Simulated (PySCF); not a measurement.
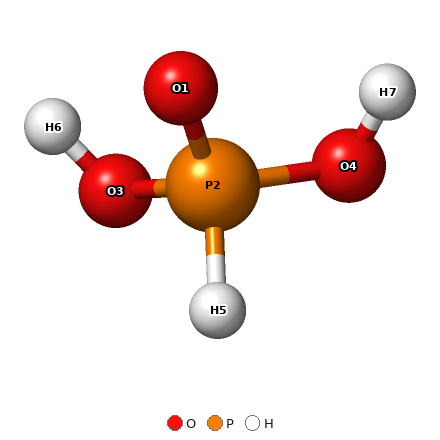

PH₃O₃, SMILES O=[PH](O)O. Vertical core-electron binding energies by ΔSCF (SCAN, pcX-2 on the ionised atom, pcseg-1 elsewhere, spin-free X2C; PySCF, at a GFN2-xTB geometry (no frequency check)), gas phase, against the vacuum level. One atom of each kind was ionised; within a panel, areas follow the number of like atoms and 2j + 1 (2p levels are split by first-order spin-orbit coupling, an approximation), each panel is scaled alone, Gaussians of 0.6 eV full width. Only the regions named are shown.

> Predict the P 2p and O 1s photoelectron lines.

| level | atoms | binding energy (eV) |
| --- | --- | --- |
| P 2p1/2 | P2 | 140.9 |
| P 2p3/2 | P2 | 140.0 |
| O 1s | O3, O4 | 540.0 |
| O 1s | O1 | 537.4 |

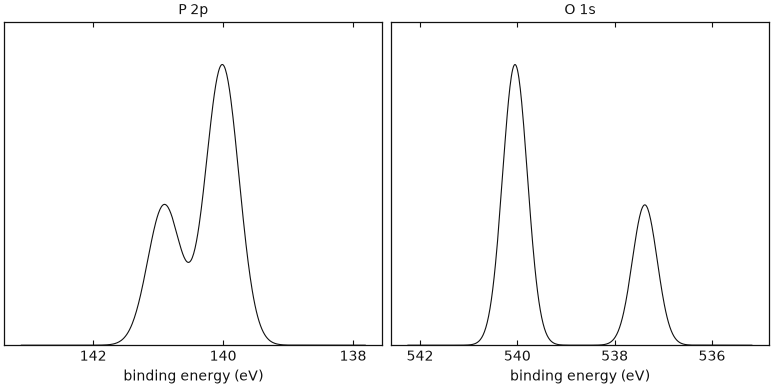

Caveats: the tight-binding geometry is rougher than a DFT one and adds to the error.
